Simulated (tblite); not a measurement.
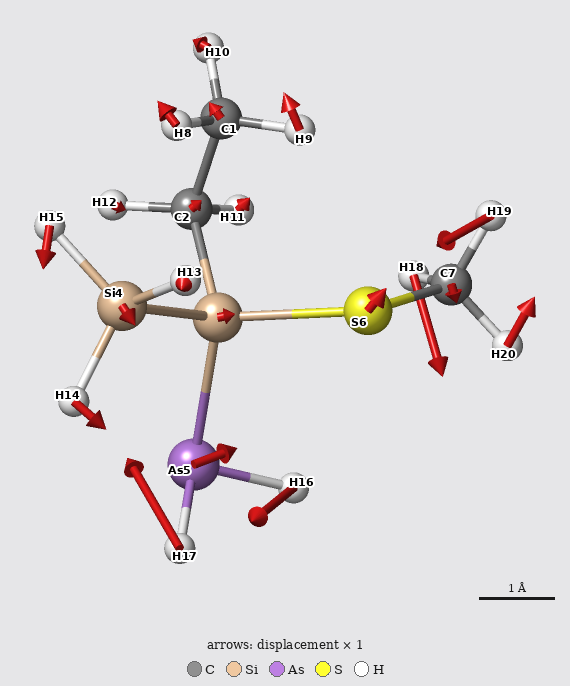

This is a relaxation of C$_{3}$H$_{13}$AsSSi$_{2}$. The starting structure is drawn; red arrows show the displacements, at their true length. The two geometries are superimposed by the best rigid fit.

A ball-and-stick model, seen at a tilt.

Level of theory: GFN2-xTB geometry optimisation, gas phase (tblite 0.8.0). 

> Atoms of which element are displaced furthest, and by how much?

Hydrogen: up to 1.91 Å, against 0.73 Å for arsenic.

> What did the optimiser do to the structure, and how much energy did it gain?

The energy falls by 1.095 eV in 179 geometry steps. The largest move after the best rigid fit is that of an H atom, 1.91 Å. Largest moves by element: H 1.91 Å, As 0.73 Å, S 0.41 Å, Si 0.34 Å, C 0.28 Å. Near-neighbour distances that change, for instance: Si–Si 2.249 → 2.342 Å, As–H 1.568 → 1.498 Å, As–Si 2.307 → 2.375 Å, C–Si 1.865 → 1.928 Å. Among the angles between lasting bonds that change: Si–As–H 107.4° → 89.5°, H–As–H 106.3° → 89.8°, Si–As–H 106.5° → 91.5°. Groups turn about C–S by about 55°, S–Si by about 30°.
